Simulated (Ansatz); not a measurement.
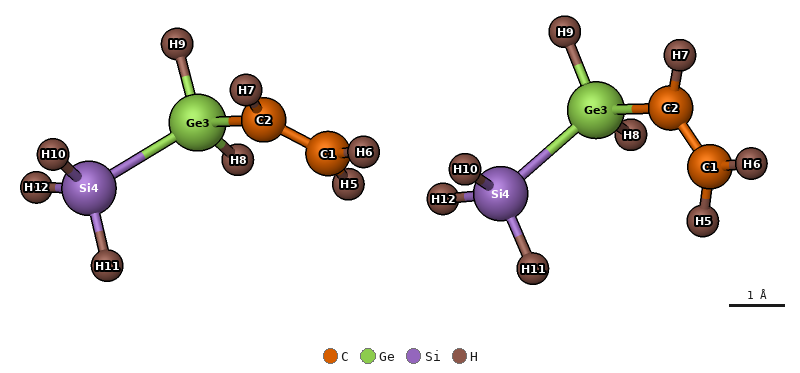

Two geometries of C2H8GeSi, drawn at one scale. One is the start of a relaxation, the other its converged end. Style: ball-and-stick. Shown at a tilt.

The calculation used RKS PBE0-D4/def2-TZVP (Ansatz 0.2.0). Set-up: force threshold 0.005 eV/Å; at most 150 steps.

> Which geometry has the lower energy?

The left one is the relaxed one. The start comes from PBE-D4/def2-SVP. After 21 accepted moves (22 points after the start) the energy has fallen by 0.076 eV. The largest force component goes from 0.57 to 0.0044 eV/Å. The line search rejected the trial step at point 20 of the run. The largest move after the best rigid fit is that of H5, 1.21 Å. By element the largest moves are H 1.21 Å, C 0.45 Å, Ge 0.24 Å, Si 0.23 Å. Near-neighbour distances that change, for instance: C2–Ge3 1.962 → 1.941 Å, C1–C2 1.346 → 1.328 Å, C1–H5 1.105 → 1.086 Å, Si4–H10 1.505 → 1.488 Å. Groups turn about C2–Ge3 by about 50°. The run took 77 s on 4 threads of Intel Xeon Platinum 8259CL @ 2.50GHz, with other jobs on the host.
